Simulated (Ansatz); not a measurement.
**PH (SMILES [PH]): levels of theory compared**

We compute a comparison of 3 runs (UHF/STO-3G, UB3LYP/cc-pVTZ, UPBE-QIDH/cc-pVTZ) of PH. 

The calculation is run with Ansatz 0.2.0.

30 further runs of the same task are left out: 30 set aside as unsound or not needed.

## (1) Starting point

PH has 2 atoms, charge 0, and is taken as a triplet. SMILES: `[PH]`. The P1–H2 distance was set to 1.643 Å, away from the relaxed value.

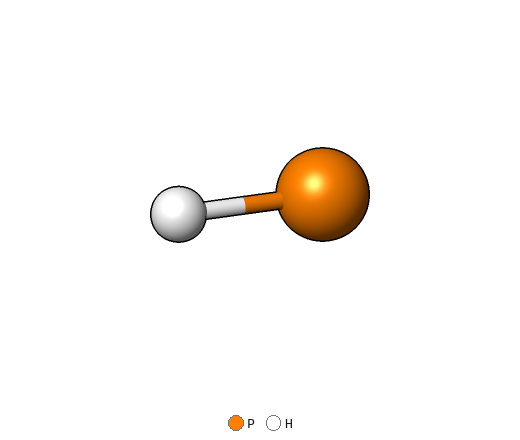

The structure, seen from a chosen angle (phosphorus orange, hydrogen white).

## (2) A single-point energy at UHF/STO-3G (run 1)

Input file run.yaml:

```yaml
crystal:
  periodic: [false, false, false]
  atoms:
    - symbol: P
      position_ang: [-0.000000, -0.000000, -0.228820]
    - symbol: H
      position_ang: [0.000000, 0.000000, 1.413680]
basis:
  gaussian:
    orbitals: STO-3G
magnetization:
  spin_polarized: true
  initial_magnetization: 2
hamiltonian:
  xc: hf
accuracy: high
output: {orbitals: {seedname: orbitals}}
```

Command:

```
$ ansatz run run.yaml --threads 1 --pin off --max-ram 3480MiB --events-out events.jsonl --progress --plain --runs-dir runs
```

Standard output:

```text
Warning: RAYON_NUM_THREADS=1 ignored (pool sized by the plan → 1); use --threads N
Functional definition: HF
  name "HF"
  exchange = exact_x
  correlation = 0
144 factors; integrals over basis functions are off by at most 9.8e-9 eV
mean field evaluation 1: about -9181.4784 eV, gradient 2.0e0 eV
mean field evaluation 2: about -9181.4822 eV, gradient 2.0e0 eV
mean field evaluation 4: about -9181.5606 eV, gradient 5.8e-1 eV
mean field evaluation 8: about -9181.5848 eV, gradient 1.0e-2 eV
mean field -9181.58482201 eV, -337.4170187071 hartree, gradient 2.7e-8 eV, S^2 2.044860; 0 other end points of the search recorded, 0 dependent functions left out
reference -9181.58482201 eV, -337.4170187071 hartree; 9, 7 occupied and 1, 3 virtual orbitals, 144 factors
Total energy: -9181.58482201 eV, -337.4170187071 hartree
```

It took 0.04 s on 1 thread of Arm Neoverse V2, shared host.

## (3) The energy at UB3LYP/cc-pVTZ (run 2)

Changes to run.yaml since step 2:

```diff
@@ -8,9 +8,5 @@
 basis:
-  gaussian:
-    orbitals: STO-3G
-magnetization:
-  spin_polarized: true
-  initial_magnetization: 2
-hamiltonian:
-  xc: hf
+  gaussian: {orbitals: cc-pVTZ}
+magnetization: {spin_polarized: true, initial_magnetization: 2}
+hamiltonian: {xc: {name: B3LYP}}
 accuracy: high
```

Command:

```
$ ansatz run run.yaml --threads 1 --pin off --max-ram 3480MiB --events-out events.jsonl --progress --plain --runs-dir runs
```

Standard output:

```text
Warning: RAYON_NUM_THREADS=1 ignored (pool sized by the plan → 1); use --threads N
Functional definition: B3LYP
  name "B3LYP"
  parameter a0 = 0.2
  parameter ax = 0.72
  parameter ac = 0.81
  exchange = (1 - a0 - ax)*slater_x + ax*b88_x + a0*exact_x
  correlation = (1 - ac)*vwn_rpa_c + ac*lyp_c
611 factors; integrals over basis functions are off by at most 3.8e-9 eV
mean field evaluation 1: about -9303.3626 eV, gradient 4.3e0 eV
mean field evaluation 2: about -9303.4941 eV, gradient 2.1e0 eV
mean field evaluation 4: about -9303.5283 eV, gradient 2.6e-1 eV
mean field evaluation 8: about -9303.5266 eV, gradient 3.1e-3 eV
mean field evaluation 16: about -9303.5266 eV, gradient 2.5e-7 eV
mean field -9303.52662640 eV, -341.8982973635 hartree, gradient 2.1e-8 eV, S^2 2.006602; 0 other end points of the search recorded, 0 dependent functions left out
reference -9303.52665209 eV, -341.8982983073 hartree; 9, 7 occupied and 39, 41 virtual orbitals, 611 factors
Total energy: -9303.52665209 eV, -341.8982983073 hartree
```

Run time: 1.3 s. Hardware: 1 thread of Arm Neoverse V2, shared host; peak memory 0.11 GiB.

## (4) The energy at UPBE-QIDH/cc-pVTZ (run 3)

Input file input.yaml:

```yaml
crystal:
  periodic: [false, false, false]
  atoms:
    - {symbol: P, position_ang: [-0.000000, -0.000000, -0.228820]}
    - {symbol: H, position_ang: [0.000000, 0.000000, 1.413680]}
basis:
  gaussian:
    orbitals: cc-pVTZ
total_charge: 0
magnetization:
  spin_polarized: true
  initial_magnetization: 2
hamiltonian:
  xc: {name: PBE-QIDH}
correlation:
  frozen_orbitals: {H: 0, P: 5}
accuracy: high
output: {orbitals: {seedname: orbitals}}
```

Command:

```
$ ansatz run input.yaml --threads 1 --pin off --max-ram 3480MiB --events-out events.jsonl --progress --plain --runs-dir runs
```

Standard output, cut to the lines that bear on the results:

```text
Warning: RAYON_NUM_THREADS=1 ignored (pool sized by the plan → 1); use --threads N
Functional definition: PBE-QIDH
  name "PBE-QIDH"
[...]
611 factors; integrals over basis functions are off by at most 3.8e-9 eV
[...]
mean field -9295.85652834 eV, -341.6164264587 hartree, gradient 9.6e-8 eV, S^2 2.016548; 0 other end points of the search recorded, 0 dependent functions left out
5 core orbitals not correlated: weight in the atoms' cores, before any rotation towards them, 1.000 or more for the frozen orbitals, at most 0.000 for the correlated occupied ones
reference -9295.85652904 eV, -341.6164264843 hartree; 4, 2 occupied and 39, 41 virtual orbitals, 611 factors
second order -3.39986648 eV of doubles, -0.00000000 eV of singles
Total energy: -9296.98981786 eV, -341.6580740805 hartree
```

It took 1.4 s on 1 thread of Arm Neoverse V2, shared host; peak memory 0.11 GiB.

## (5) The series

```tsv
run	level	frozen core orbitals	energy (Eh)	HOMO energy (eV)	LUMO energy (eV)	⟨S²⟩	wall time
1	UHF/STO-3G	–	-337.417019	-7.26	7.91	2.045	0.04 s
2	UB3LYP/cc-pVTZ	–	-341.898298	-7.03	-3.34	2.007	1.3 s
3	UPBE-QIDH/cc-pVTZ	5	-341.658074	-9.46	-0.64	2.017	1.4 s
```

## (6) Outcome

| quantity | value |
| --- | --- |
| run 3: total energy | -341.65807 Eh |
| run 3: HOMO energy (SCF part's orbitals) (highest over α and β) | -9.46 eV |
| run 3: LUMO energy (SCF part's orbitals) (lowest over α and β) | -0.64 eV |
| run 3: ⟨S²⟩ | 2.017 |

**Reading.** Totals of different functionals can't be ranked against each other. In run 1 the basis is minimal, so the values are rough. All runs together took 2.8 s, the longest 1.4 s.
